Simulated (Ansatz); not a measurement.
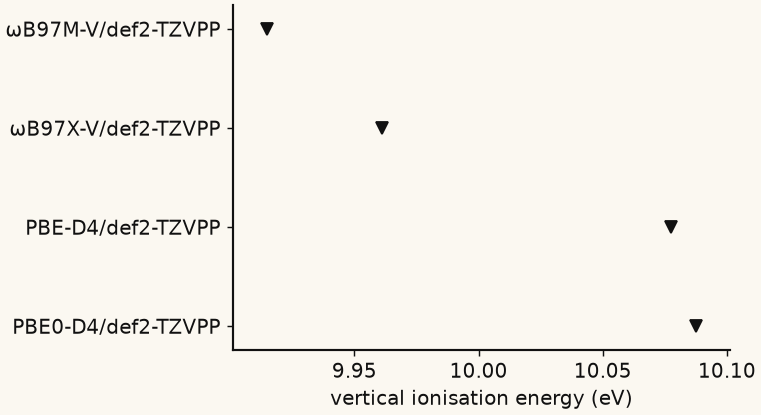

Vertical ionisation energy of S₂O₂, SMILES O=S=S=O, taken as the energy of the cation less that of the neutral at fixed geometry (unrestricted doublet cation, cores frozen in correlated methods, no spin-orbit coupling), the Ansatz code, at a PBE0-D4/def2-TZVP geometry (a minimum by its frequencies).

> What range do the values span?

From 9.91 eV (ωB97M-V/def2-TZVPP) to 10.09 eV (PBE0-D4/def2-TZVPP).

> Give the values.

| level | eV |
| --- | --- |
| ωB97M-V/def2-TZVPP | 9.91 |
| ωB97X-V/def2-TZVPP | 9.96 |
| PBE-D4/def2-TZVPP | 10.08 |
| PBE0-D4/def2-TZVPP | 10.09 |
